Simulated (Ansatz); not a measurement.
TiO2, response to strain

The parent structure is TiO₂ in the anatase structure (space group I4_1/amd, No. 141; a = 3.799 Å, c = 9.701 Å). Axes: x, y, z lie along a, b, c of the conventional cell.

Strains are applied to the cell and any free atomic positions relax; under biaxial strain the out-of-plane vector relaxes too.

All numbers come from Kohn–Sham DFT with the PBE functional, run in Ansatz (a first-principles code) with PAW and 420 eV plane waves, no spin-orbit coupling.

Notes on the quantities. energy relative to the base: free energy F.

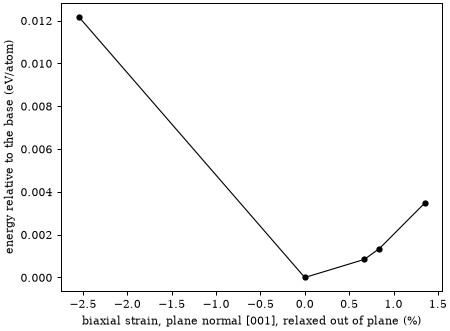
Energy relative to the base against biaxial strain, plane normal [001], relaxed out of plane

### Question
From the plot, what is the energy relative to the base for biaxial strain +0.84 %, plane normal [001], relaxed out of plane?

### Answer
About 0.001 eV/atom.

### Question
Is the trend monotonic over the range shown?

### Answer
No, it turns within the range, spanning 0 meV/atom to +12 meV/atom.

Whether these cells are dynamically stable was not tested. The final runs are not spin-polarised.
